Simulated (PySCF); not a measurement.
CH₆BrN

Input file:

```
{"job": {"kind": "inter", "xc": "wB97M-D3(BJ)", "basis": "def2-TZVPD", "pairs": false}, "charge": 0, "multiplicity": 1, "parts": [{"atoms": "0-1", "charge": 0, "multiplicity": 1}, {"atoms": "2-8", "charge": 0, "multiplicity": 1}]}
Br     0.393499    -0.084219    -0.070273
H     -1.275241     0.399101    -0.486733
C     -2.154868     1.993106    -1.645785
N     -2.344809     0.796074    -0.820417
H     -3.111424     2.404481    -1.989243
H     -1.529721     1.723190    -2.503967
H     -1.614666     2.738612    -1.052073
H     -2.803309     0.038138    -1.323618
H     -2.875962     0.981813     0.028791
```

Launched as:

```sh
OMP_NUM_THREADS=1 python cluster_run.py task.json out
```

Geometry: PBE0-D3(BJ)/def2-SVPD.

Computed with wB97M-D3(BJ)/def2-TZVPD, SCF density, gas phase (PySCF).

Predict the electron density and electron localisation function between the atoms.

C–N (1.47 Å): ρ at the midpoint is about 1.9 e/Å³; the ELF peaks at about 0.95 between the atoms (a covalent bond).
C–H (1.10 Å): ρ is about 2 e/Å³ halfway; the ELF climbs to about 1 towards the hydrogen, as it does in any bond to H (a covalent bond by its length).
Br–H (1.79 Å): the density is about 1 e/Å³ at the midpoint; the ELF climbs to about 0.90 towards the hydrogen.

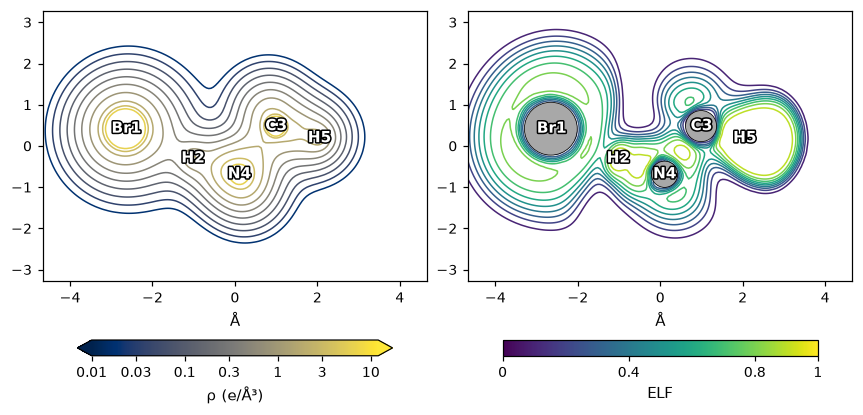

Computed electron density and electron localisation function on the plane of atoms N4, C3 and H5, in this order. Grey discs cover the atomic cores in the ELF map. 
